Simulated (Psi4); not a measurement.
**C2H3BClN: interaction calculation (part 1 of 3)**

The run: interaction calculation of C2H3BClN, SMILES NBCl.[C]#[C]. Method and program: SAPT(DFT)/jun-cc-pV(D+d)Z, RHF (Psi4 1.11).

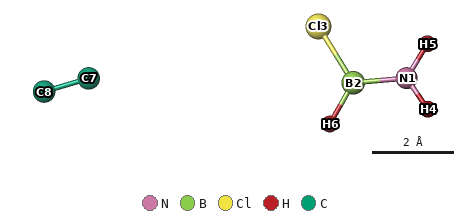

**Figure 1.** The structure (ball-and-stick view, seen at a tilt; atoms are numbered from 1 in the order of the input). Bond lengths as drawn: B–Cl 1.77 Å, B–H 1.19 Å, B–N 1.38 Å, C–C 1.16 Å and H–N 1.01 Å.

The input (job.in):
```
memory 1.6 GB

molecule mol {
  0 1
  N     -0.402650     0.002880    -0.650330
  B      0.362550    -0.148220     0.491370
  Cl     0.522850     1.199980     1.623670
  H     -0.518850    -0.738620    -1.318930
  H     -0.885650     0.855180    -0.880530
  H      0.921750    -1.171220     0.734770
  --
  0 1
  C      5.128800    -0.104150     5.068610
  C      5.968420    -0.440020     5.796340
  symmetry c1
  no_reorient
  no_com
}

set basis jun-cc-pV(D+d)Z
set scf_type df
set sapt_dft_functional pbe
set sapt_dft_grac_shift_a 0.2
set sapt_dft_grac_shift_b 0.1

energy_value, wavefunction = energy("sapt(dft)", return_wfn=True)
```

Run on 1 thread of AMD EPYC (Zen 3), 24 GiB of memory available, shared host.

Command:
```bash
psi4 job.in job.out -n 1
```

What the program printed:
```
Psi4 1.11 release

         ---------------------------------------------------------
                            SAPT(DFT) Procedure

         ---------------------------------------------------------

Warning! The default value of SAPT_DFT_EXCH_DISP_SCALE_SCHEME has changed from DISP to FIXED. Please be careful comparing results with earlier versions.

  ==> Algorithm <==

   SAPT DFT Functional              PBE
   Monomer A GRAC Shift        0.200000
   Monomer B GRAC Shift        0.100000
   Delta HF                        True
   JK Algorithm                      DF

   Required computations:
     HF   (Dimer)
     HF   (Monomer A)
     HF   (Monomer B)
     DFT  (Monomer A)
     DFT  (Monomer B)

   => Loading Basis Set <=

    Name: JUN-CC-PV(D+D)Z
    Role: ORBITAL
    Keyword: BASIS

         ---------------------------------------------------------
                         SAPT(DFT): delta HF Dimer
         ---------------------------------------------------------
                                   SCF
                              RHF Reference
                        1 Threads,   1525 MiB Core
         ---------------------------------------------------------

  ==> Geometry <==

    Molecular point group: c1
    Full point group: C1

    Geometry (in Angstrom), charge = 0, multiplicity = 1:

       Center              X                  Y                   Z               Mass
    ------------   -----------------  -----------------  -----------------  -----------------
         N           -0.402650000000     0.002880000000    -0.650330000000    14.003074004430
         B            0.362550000000    -0.148220000000     0.491370000000    11.009305360000
         CL           0.522850000000     1.199980000000     1.623670000000    34.968852682000
         H           -0.518850000000    -0.738620000000    -1.318930000000     1.007825032230
         H           -0.885650000000     0.855180000000    -0.880530000000     1.007825032230
         H            0.921750000000    -1.171220000000     0.734770000000     1.007825032230
         C            5.128800000000    -0.104150000000     5.068610000000    12.000000000000
         C            5.968420000000    -0.440020000000     5.796340000000    12.000000000000

  Running in c1 symmetry.

  Rotational constants: A =      0.21785  B =      0.01085  C =      0.01035 [cm^-1]
  Rotational constants: A =   6530.87521  B =    325.42439  C =    310.36942 [MHz]
  Nuclear repulsion =  130.676730681698672

  Charge       = 0
  Multiplicity = 1
  Electrons    = 44
  Nalpha       = 22
  Nbeta        = 22

  ==> Algorithm <==

  SCF Algorithm Type is DF.
  DIIS enabled.
  MOM disabled.
  Fractional occupation disabled.
  Guess Type is SAD.
  Energy threshold   = 1.00e-08
  Density threshold  = 1.00e-08
  Integral threshold = 1.00e-12

  ==> Primary Basis <==

  Basis Set: JUN-CC-PV(D+D)Z
    Blend: JUN-CC-PV(D+D)Z
    Number of shells: 52
    Number of basis functions: 114
    Number of Cartesian functions: 120
    Spherical Harmonics?: true
    Max angular momentum: 2

   => Loading Basis Set <=

    Name: (JUN-CC-PV(D+D)Z AUX)
    Role: JKFIT
    Keyword: DF_BASIS_SCF

  ==> Integral Setup <==

  DFHelper Memory: AOs need 0.044 GiB; user supplied 1.118 GiB.
  SCF_SUBTYPE=INCORE selected. In-core MEM_DF algorithm will be used.
  Using in-core AOs.

  ==> MemDFJK: Density-Fitted J/K Matrices <==

    J tasked:                   Yes
    K tasked:                   Yes
    wK tasked:                   No
    Memory [MiB]:              1144
    Algorithm:                 Core
    Schwarz Cutoff:           1E-12
    Mask sparsity (%):      18.8366
    Fitting Condition:        1E-10

   => Auxiliary Basis Set <=

  Basis Set: (JUN-CC-PV(D+D)Z AUX)
    Blend: JUN-CC-PVDZ-JKFIT
    Number of shells: 174
    Number of basis functions: 506
    Number of Cartesian functions: 579
    Spherical Harmonics?: true
    Max angular momentum: 3

  Minimum eigenvalue in the overlap matrix is 4.5728755662E-04.
  Reciprocal condition number of the overlap matrix is 6.8484094196E-05.
    Using symmetric orthogonalization.

  ==> Pre-Iterations <==

  SCF Guess: Superposition of Atomic Densities via on-the-fly atomic UHF (no occupation information).

   -------------------------
    Irrep   Nso     Nmo
   -------------------------
     A        114     114
   -------------------------
    Total     114     114
   -------------------------

  ==> Iterations <==

                           Total Energy        Delta E     RMS |[F,P]|

   @DF-RHF iter SAD:  -614.37445112183070   -6.14374e+02   0.00000e+00
   @DF-RHF iter   1:  -615.74343542951897   -1.36898e+00   4.13718e-03 DIIS/ADIIS
   @DF-RHF iter   2:  -615.83452904757223   -9.10936e-02   2.06129e-03 DIIS/ADIIS
   @DF-RHF iter   3:  -615.85878116141885   -2.42521e-02   3.65835e-04 DIIS/ADIIS
   @DF-RHF iter   4:  -615.86032024998724   -1.53909e-03   1.08000e-04 DIIS/ADIIS
   @DF-RHF iter   5:  -615.86047239559093   -1.52146e-04   4.51357e-05 DIIS
   @DF-RHF iter   6:  -615.86048465067029   -1.22551e-05   3.28758e-05 DIIS
   @DF-RHF iter   7:  -615.86049317464165   -8.52397e-06   3.95047e-06 DIIS
   @DF-RHF iter   8:  -615.86049360630011   -4.31658e-07   2.40722e-06 DIIS
   @DF-RHF iter   9:  -615.86049383947557   -2.33175e-07   1.87810e-06 DIIS
   @DF-RHF iter  10:  -615.86049409855150   -2.59076e-07   1.64645e-06 DIIS
   @DF-RHF iter  11:  -615.86049438198654   -2.83435e-07   1.55319e-06 DIIS
   @DF-RHF iter  12:  -615.86049445701224   -7.50257e-08   1.56147e-06 DIIS
   @DF-RHF iter  13:  -615.86049398010471    4.76908e-07   1.38843e-06 DIIS
   @DF-RHF iter  14:  -615.86049298212333    9.97981e-07   5.80036e-07 DIIS
   @DF-RHF iter  15:  -615.86049286406183    1.18062e-07   1.12199e-07 DIIS
   @DF-RHF iter  16:  -615.86049286247021    1.59162e-09   4.04945e-08 DIIS
   @DF-RHF iter  17:  -615.86049286247987   -9.66338e-12   1.19243e-08 DIIS
   @DF-RHF iter  18:  -615.86049286248340   -3.52429e-12   8.30812e-09 DIIS
  Energy and wave function converged.

  ==> Post-Iterations <==

    Orbital Energies [Eh]
    ---------------------

    Doubly Occupied:

       1A   -104.815753     2A    -15.581543     3A    -11.345614
       4A    -11.341436     5A    -10.544850     6A     -8.012019
       7A     -8.009775     8A     -8.009492     9A     -7.657346
      10A     -1.189950    11A     -1.091510    12A     -1.089770
      13A     -0.731905    14A     -0.705502    15A     -0.595620
      16A     -0.517039    17A     -0.495944    18A     -0.492769
      19A     -0.473657    20A     -0.473649    21A     -0.442515
      22A     -0.431460

    Virtual:

      23A     -0.110089    24A      0.041585    25A      0.054910
      26A      0.056572    27A      0.066094    28A      0.086640
      29A      0.113002    30A      0.115572    31A      0.115852
      32A      0.118595    33A      0.133508    34A      0.144187
      35A      0.150296    36A      0.165443    37A      0.170361
      38A      0.173965    39A      0.184935    40A      0.212482
      41A      0.221747    42A      0.232607    43A      0.245141
      44A      0.248824    45A      0.270395    46A      0.278778
      47A      0.305953    48A      0.324316    49A      0.348169
      50A      0.399240    51A      0.456777    52A      0.510086
      53A      0.559230    54A      0.560753    55A      0.648864
      56A      0.697225    57A      0.738652    58A      0.741826
      59A      0.744380    60A      0.747755    61A      0.809198
      62A      0.853112    63A      0.867005    64A      0.869366
      65A      0.882035    66A      0.903946    67A      0.915741
      68A      0.952315    69A      0.984810    70A      0.992363
      71A      1.015661    72A      1.018598    73A      1.068922
      74A      1.128027    75A      1.139390    76A      1.146738
      77A      1.194789    78A      1.212945    79A      1.212949
      80A      1.249795    81A      1.292815    82A      1.332254
      83A      1.360460    84A      1.403897    85A      1.433894
      86A      1.433968    87A      1.476483    88A      1.543633
      89A      1.639614    90A      1.669038    91A      1.669040
      92A      1.819337    93A      1.842421    94A      1.914072
      95A      1.966130    96A      2.078314    97A      2.164444
      98A      2.178429    99A      2.179016   100A      2.192199
     101A      2.427034   102A      2.521865   103A      2.548659
     104A      2.602924   105A      2.677030   106A      2.699884
     107A      2.966842   108A      3.214671   109A      3.415426
     110A      5.798285   111A      5.802429   112A      5.867992
     113A      5.934154   114A      6.014852

    Final Occupation by Irrep:
              A
    DOCC [    22 ]
    NA   [    22 ]
    NB   [    22 ]

  @DF-RHF Final Energy:  -615.86049286248340

   => Energetics <=

    Nuclear Repulsion Energy =            130.6767306816986718
    One-Electron Energy =               -1104.9762122998126870
    Two-Electron Energy =                 358.4389887556305894
    Total Energy =                       -615.8604928624833974

Computation Completed

Properties will be evaluated at   0.000000,   0.000000,   0.000000 [a0]

Properties computed using the SCF density matrix

 Multipole Moments:

 ------------------------------------------------------------------------------------
     Multipole            Electronic (a.u.)      Nuclear  (a.u.)        Total (a.u.)
 ------------------------------------------------------------------------------------

 L = 1.  Multiply by 2.5417464519 to convert [e a0] to [Debye]
 Dipole X            :       -140.2620300          139.8080237           -0.4540063
 Dipole Y            :        -29.3963701           29.0243791           -0.3719910
 Dipole Z            :       -169.5933563          168.6239282           -0.9694280
 Magnitude           :                                                    1.1332651

 ------------------------------------------------------------------------------------

	total time  =          2 seconds =       0.03 minutes

   => Loading Basis Set <=

    Name: JUN-CC-PV(D+D)Z
    Role: ORBITAL
    Keyword: BASIS

         ---------------------------------------------------------
                       SAPT(DFT): delta HF Monomer A
         ---------------------------------------------------------
                                   SCF
                              RHF Reference
                        1 Threads,   1525 MiB Core
         ---------------------------------------------------------

  ==> Geometry <==

    Molecular point group: c1
    Full point group: C1

    Geometry (in Angstrom), charge = 0, multiplicity = 1:

       Center              X                  Y                   Z               Mass
    ------------   -----------------  -----------------  -----------------  -----------------
         N           -0.402650000000     0.002880000000    -0.650330000000    14.003074004430
         B            0.362550000000    -0.148220000000     0.491370000000    11.009305360000
         CL           0.522850000000     1.199980000000     1.623670000000    34.968852682000
         H           -0.518850000000    -0.738620000000    -1.318930000000     1.007825032230
         H           -0.885650000000     0.855180000000    -0.880530000000     1.007825032230
         H            0.921750000000    -1.171220000000     0.734770000000     1.007825032230
      Gh(C)           5.128800000000    -0.104150000000     5.068610000000    12.000000000000
      Gh(C)           5.968420000000    -0.440020000000     5.796340000000    12.000000000000

  Running in c1 symmetry.

  Rotational constants: A =      0.21785  B =      0.01085  C =      0.01035 [cm^-1]
  Rotational constants: A =   6530.87521  B =    325.42439  C =    310.36942 [MHz]
  Nuclear repulsion =   85.398153537645086

  Charge       = 0
  Multiplicity = 1
  Electrons    = 32
  Nalpha       = 16
  Nbeta        = 16

   => Loading Basis Set <=

    Name: (JUN-CC-PV(D+D)Z AUX)
    Role: JKFIT
    Keyword: DF_BASIS_SCF

  Using user-supplied JK object.

Re-using passed JK object instead of rebuilding
  ==> Integral Setup <==

  Minimum eigenvalue in the overlap matrix is 4.5728755662E-04.
  Reciprocal condition number of the overlap matrix is 6.8484094196E-05.
    Using symmetric orthogonalization.

  ==> Iterations <==

                           Total Energy        Delta E     RMS |[F,P]|

   @DF-RHF iter SAD:  -539.82553830362872   -5.39826e+02   0.00000e+00
   @DF-RHF iter   1:  -540.39721955003984   -5.71681e-01   3.77726e-03 DIIS/ADIIS
   @DF-RHF iter   2:  -540.46443511955090   -6.72156e-02   2.00231e-03 DIIS/ADIIS
   @DF-RHF iter   3:  -540.48659212587040   -2.21570e-02   2.69647e-04 DIIS/ADIIS
   @DF-RHF iter   4:  -540.48741105178578   -8.18926e-04   6.80217e-05 DIIS
   @DF-RHF iter   5:  -540.48746828363153   -5.72318e-05   1.71070e-05 DIIS
   @DF-RHF iter   6:  -540.48747399381102   -5.71018e-06   5.22967e-06 DIIS
   @DF-RHF iter   7:  -540.48747453284932   -5.39038e-07   1.58211e-06 DIIS
   @DF-RHF iter   8:  -540.48747458287801   -5.00287e-08   3.18319e-07 DIIS
   @DF-RHF iter   9:  -540.48747458439459   -1.51658e-09   9.12350e-08 DIIS
   @DF-RHF iter  10:  -540.48747458450669   -1.12095e-10   2.25110e-08 DIIS
   @DF-RHF iter  11:  -540.48747458451396   -7.27596e-12   5.83753e-09 DIIS
  Energy and wave function converged.

  ==> Post-Iterations <==

    Final Occupation by Irrep:
              A
    DOCC [    16 ]
    NA   [    16 ]
    NB   [    16 ]

  @DF-RHF Final Energy:  -540.48747458451396

   => Energetics <=
```
